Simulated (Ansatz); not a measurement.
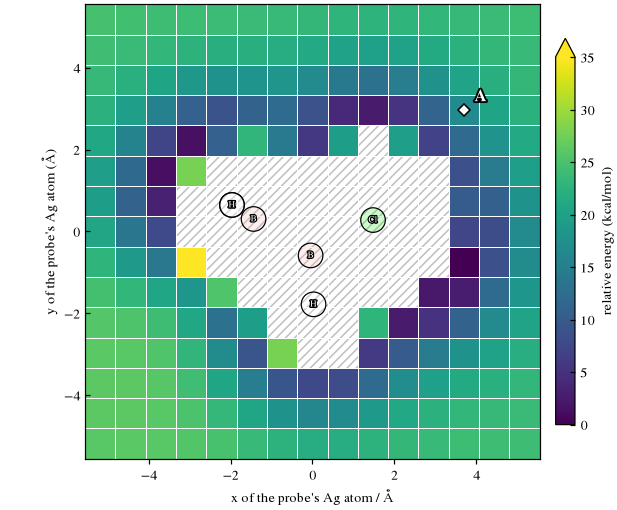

B₂ClH₃ (SMILES BBCl) with the probe Ag+. 
- The probe is moved over the molecule's main plane.
- First axis: x of the probe's Ag atom. Second axis: y of the probe's Ag atom.
- Nothing is relaxed (molecule and probe rigid).
- The grid has 15 × 15 points. At 46 points there is no value (left out of the scan, as a rule where atoms come close).
- Energies are in kcal/mol, from the lowest grid point.
- Energies and slopes of some neighbouring points disagree (a jump in structure or state, or too coarse a mesh).
- Method: RKS PBE0-D4/def2-TZVP in Ansatz.

The picture shows one coloured cell a grid point, labelled circles for the molecule's atoms, projected on the plane, one colour for all values above the top of the scale, hatched blanks where no value was computed, the point A.

**Is A at rest? If not, where is it pushed?**

A, at x of the probe's Ag atom = 3.70 Å, y of the probe's Ag atom = 2.96 Å, is not a stationary point. The computed force is 0.38 eV/Å in the plane, pointing down and left in the picture (components −0.28 and −0.25 eV/Å).
